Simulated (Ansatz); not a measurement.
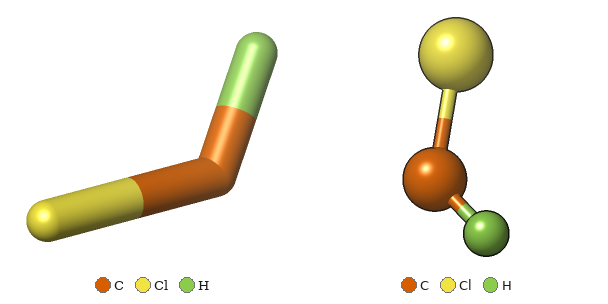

The same structure drawn twice, from different directions.

Charge 0, triplet.

What is the molecular formula?

Answer. CHCl, 3 atoms: 1 carbon, 1 hydrogen and 1 chlorine.

How many bonds of each kind are drawn?

Answer. 1 C–Cl, 1 C–H.

What is its SMILES?

Answer. [CH]Cl

The parts below concern this one geometry. Atoms keep their numbers from picture to picture. The geometry was computed by an optimisation with PBE0-D4/def2-TZVP.

### Levels of theory compared

Program: Ansatz 0.2.0.

Tabulate dipole (D), HOMO energy (eV) at these levels: B3LYP-D4/def2-TZVPP; PBE-D4/def2-TZVPP; r2SCAN-D4/def2-TZVPP; ωB97M-V/def2-TZVPP.

| level | dipole (D) | HOMO energy (eV) |
| --- | --- | --- |
| B3LYP-D4/def2-TZVPP | 0.76 | −6.07 |
| PBE-D4/def2-TZVPP | 0.75 | −4.93 |
| r2SCAN-D4/def2-TZVPP | 0.76 | −5.41 |
| ωB97M-V/def2-TZVPP | 0.77 | −8.49 |

### Vibrations

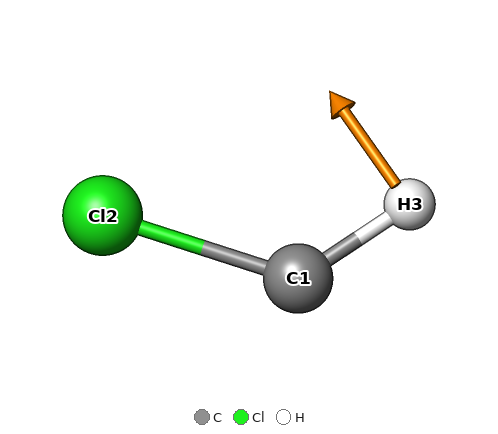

The arrows show one normal mode. Harmonic vibrations computed with UKS PBE0-D4/def2-TZVP (Ansatz 0.2.0) at a stationary point of the same level.

What kind of motion is it?

Answer. Mostly Cl–C–H bending.

Estimate its harmonic wavenumber.

Answer. 952 cm⁻¹; it is mode 2 of 3 counted from the lowest.

### Charges

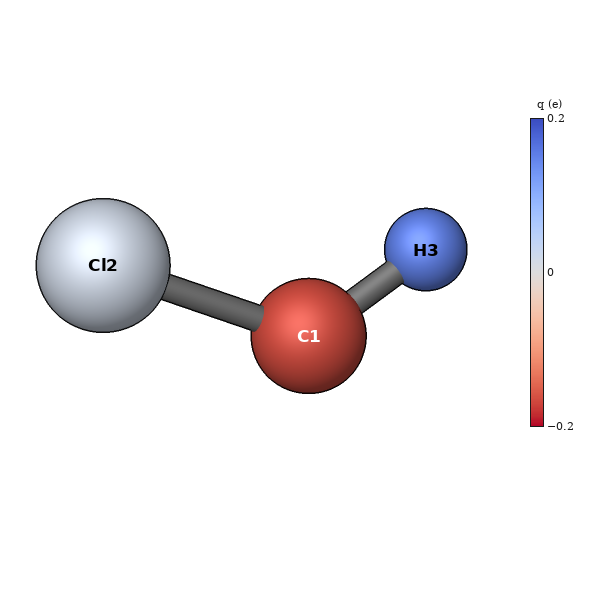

Atoms are coloured by their Mulliken charges. Method: UKS B3LYP-D4/def2-TZVPP (Ansatz 0.2.0).

Give the Mulliken charges atom by atom.

| atom | value (e) |
| --- | --- |
| C1 | −0.16 |
| Cl2 | 0.02 |
| H3 | 0.15 |

Mulliken values depend strongly on the basis set and can even reverse the polarity of a bond. The spin state was imposed, and no run here compares it with a lower spin, which may lie lower.
